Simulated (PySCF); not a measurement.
# What a change does: excited-state calculation on CH9AsGaN

System: CH9AsGaN, SMILES C[NH][GaH2-][AsH3+].
Method of run 1: TDDFT HF/def2-SVPD, vertical, gas phase, core orbitals frozen in the response (PySCF 2.14.0).

The geometry comes from this level: PBE0-D3(BJ)/def2-SVP. Text and figures count atoms from 1; the logs count them from 0 in places.

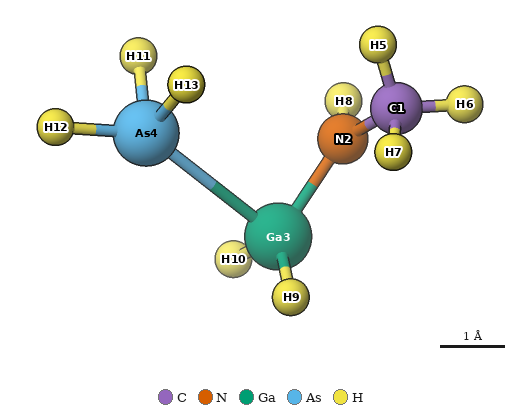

**Figure 1.** The structure (ball-and-stick view, seen at a tilt; atoms are numbered from 1 in the order of the input). Sticks mark near contacts.

## The input, run 1
```
{"job": {"kind": "uv", "xc": "HF", "basis": "def2-SVPD", "ip": true}, "charge": 0, "multiplicity": 1}
C     -1.709625     0.838658    -0.513332
N     -1.115310    -0.283355     0.162141
Ga    -0.088663    -1.618726    -0.577927
As     2.136852     0.074640    -0.003794
H     -1.368489     1.818285    -0.122659
H     -2.816078     0.842290    -0.461571
H     -1.447201     0.816313    -1.583311
H     -1.326450    -0.314425     1.153404
H      0.021756    -1.598439    -2.141214
H      0.300310    -2.803861     0.369597
H      2.016613     0.459090     1.457384
H      3.642066     0.306899    -0.081339
H      1.760355     1.445854    -0.528928
```

The first line tells a small driver script what to run in PySCF; the rest is the geometry in Å.

Command:
```bash
OMP_NUM_THREADS=1 python <driver script> task.json out
```

Hardware: 1 CPU thread, shared host.

## Output (run 1)
```
final grid: 96912 points
cycle   1  E = -4254.3368702070  dE = -1.326e+00  |g| = 3.881e-01  |ddm| = 4.567e+00
cycle   2  E = -4254.3852309918  dE = -4.836e-02  |g| = 1.779e-01  |ddm| = 8.990e-01
cycle   3  E = -4254.3918714116  dE = -6.640e-03  |g| = 6.281e-02  |ddm| = 3.389e-01
cycle   4  E = -4254.3930900677  dE = -1.219e-03  |g| = 1.004e-02  |ddm| = 1.648e-01
cycle   5  E = -4254.3931332460  dE = -4.318e-05  |g| = 3.352e-03  |ddm| = 2.943e-02
cycle   6  E = -4254.3931386367  dE = -5.391e-06  |g| = 8.309e-04  |ddm| = 9.445e-03
cycle   7  E = -4254.3931390720  dE = -4.352e-07  |g| = 2.297e-04  |ddm| = 3.278e-03
cycle   8  E = -4254.3931391006  dE = -2.862e-08  |g| = 7.167e-05  |ddm| = 6.813e-04
cycle   9  E = -4254.3931391028  dE = -2.236e-09  |g| = 1.897e-05  |ddm| = 2.116e-04
cycle  10  E = -4254.3931391030  dE = -2.128e-10  |g| = 6.808e-06  |ddm| = 5.292e-05
converged SCF energy = -4254.3931391030

Static polarisability (au): isotropic 82.968, principal 73.834 82.404 92.665

Singlet excitations
state   eV       nm        f      main configurations
  1   6.5438    189.5   0.01704   H->L+2 0.45, H->L 0.24
  2   6.9992    177.1   0.14632   H->L+1 0.74
  3   7.1357    173.8   0.14917   H->L 0.37, H->L+2 0.12, H->L+5 0.12
  4   7.3483    168.7   0.03602   H->L+3 0.52, H-1->L+3 0.27
  5   7.9404    156.1   0.01499   H-2->L+1 0.43, H-2->L 0.11, H-2->L+6 0.10
  6   7.9929    155.1   0.08316   H->L+7 0.24, H->L+5 0.12, H->L+4 0.11
  7   8.1123    152.8   0.19649   H->L+6 0.33, H->L+5 0.24, H-1->L+1 0.17
  8   8.2916    149.5   0.06450   H->L 0.17, H-1->L+2 0.13, H-1->L+4 0.13
  9   8.4922    146.0   0.11537   H->L+4 0.31, H->L+7 0.23, H-1->L+1 0.09
 10   8.6889    142.7   0.19279   H-1->L+1 0.16, H->L+9 0.14, H->L+11 0.09

Triplet excitations (Tamm-Dancoff, eV): 5.6943 5.9706 6.0599 6.4370
Vertical ionisation energy (delta-SCF) = 6.8681 eV
```

The input of run 2 differs as follows (lines with − go, lines with + come):
```diff
-"xc": "HF"
+"xc": "LDA"
```

What does this change do to the results?

The total energies belong to different methods, so their difference says nothing on which is more stable or more accurate. The HOMO goes from −9.27 to −5.15 eV. The LUMO goes from 1.83 to −1.24 eV. The dipole moment goes from 2.23 to 2.09 D. The lowest excitation goes from 6.54 to 4.21 eV. The strongest computed line goes from 8.11 to 4.67 eV. The method changes from HF to LDA. Exact exchange removes part of the self-interaction error of semilocal functionals, which pushes filled and empty levels apart. The SCF takes 13 iterations against 10.

## Output (run 2)
```
coarse grid: 47296 points
cycle   1  E = -4251.0956375392  dE = -1.199e+00  |g| = 9.398e-01  |ddm| = 5.056e+00
cycle   2  E = -4250.3479707933  dE =  7.477e-01  |g| = 1.961e+00  |ddm| = 3.484e+00
cycle   3  E = -4251.1426392859  dE = -7.947e-01  |g| = 5.750e-01  |ddm| = 3.037e+00
cycle   4  E = -4251.2215576275  dE = -7.892e-02  |g| = 7.591e-02  |ddm| = 5.923e-01
cycle   5  E = -4251.2226366426  dE = -1.079e-03  |g| = 4.880e-02  |ddm| = 2.626e-01
cycle   6  E = -4251.2231234790  dE = -4.868e-04  |g| = 9.869e-03  |ddm| = 1.034e-01
cycle   7  E = -4251.2231559811  dE = -3.250e-05  |g| = 3.060e-03  |ddm| = 1.861e-02
cycle   8  E = -4251.2231585838  dE = -2.603e-06  |g| = 6.646e-04  |ddm| = 5.977e-03
final grid: 96912 points
cycle   9  E = -4251.2231156378  dE =  8.136e-08  |g| = 1.094e-03  |ddm| = 5.929e-03
cycle  10  E = -4251.2231146474  dE =  9.904e-07  |g| = 2.366e-03  |ddm| = 3.981e-03
cycle  11  E = -4251.2231158247  dE = -1.177e-06  |g| = 4.462e-04  |ddm| = 2.657e-03
cycle  12  E = -4251.2231158685  dE = -4.383e-08  |g| = 2.828e-05  |ddm| = 6.216e-04
cycle  13  E = -4251.2231158688  dE = -2.638e-10  |g| = 6.568e-06  |ddm| = 5.539e-05
converged SCF energy = -4251.2231158688

Static polarisability (au): isotropic 99.018, principal 82.860 97.268 116.925

Singlet excitations
state   eV       nm        f      main configurations
  1   4.2082    294.6   0.01763   H->L 0.54, H->L+1 0.45
  2   4.4591    278.0   0.00107   H->L+2 0.99
  3   4.6739    265.3   0.12707   H->L+1 0.47, H->L 0.40
  4   4.7536    260.8   0.04570   H->L+3 0.92
  5   5.5523    223.3   0.01077   H->L+4 0.94
  6   5.8136    213.3   0.00296   H-1->L 0.97
  7   5.8937    210.4   0.02467   H->L+6 0.96
  8   5.9212    209.4   0.01798   H->L+5 0.93
  9   6.1193    202.6   0.01295   H-1->L+1 0.99
 10   6.1385    202.0   0.00090   H->L+7 0.97

Triplet excitations (Tamm-Dancoff, eV): 3.7164 4.2557 4.3759 4.5812
Vertical ionisation energy (delta-SCF) = 8.1344 eV
Vertical electron affinity (delta-SCF) = -0.6511 eV
```

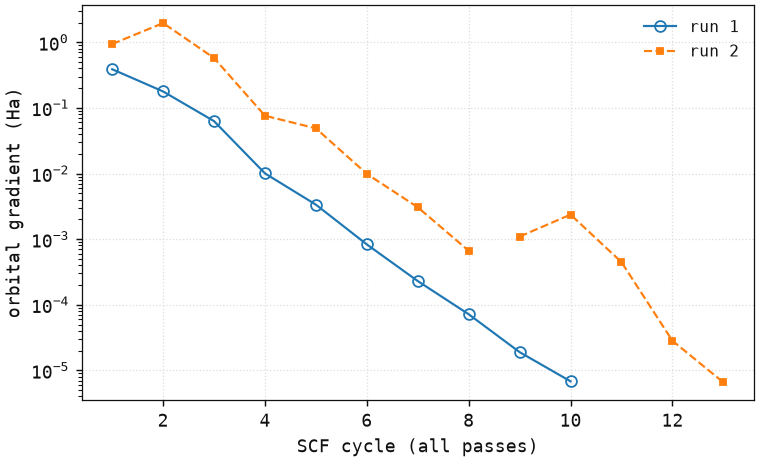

**Figure 2.** Convergence of the two runs: orbital gradient against the SCF cycle. A break in a curve parts two SCF passes (coarse and final grid). Run 1 takes 10 cycles in all, and run 2 takes 13.

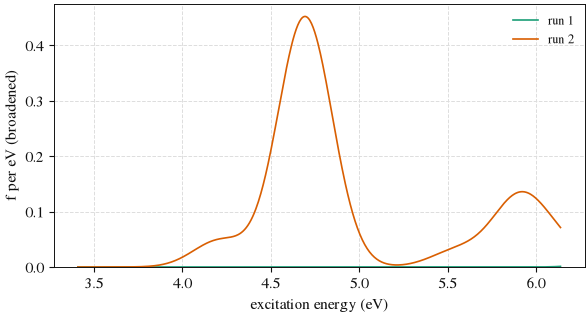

**Figure 3.** Absorption of the two runs from their computed states, each broadened by a Gaussian of 0.35 eV full width; the range ends where the shorter list of states ends.

## The two runs side by side

| quantity | run 1 | run 2 |
| --- | --- | --- |
| outcome | converged | converged |
| total energy (hartree) | −4254.393139 | −4251.223116 |
| HOMO (eV) | −9.27 | −5.15 |
| LUMO (eV) | 1.83 | −1.24 |
| dipole moment (D) | 2.23 | 2.09 |
| lowest excitation (eV) | 6.54 | 4.21 |
| SCF iterations | 10 | 13 |
| strongest computed line (eV) | 8.11 | 4.67 |
| basis functions | 188 | 188 |
| wall time (shared host) | 24 s | 88 s |

For both runs: Spin–orbit coupling is left out, which matters for the heavy atoms.
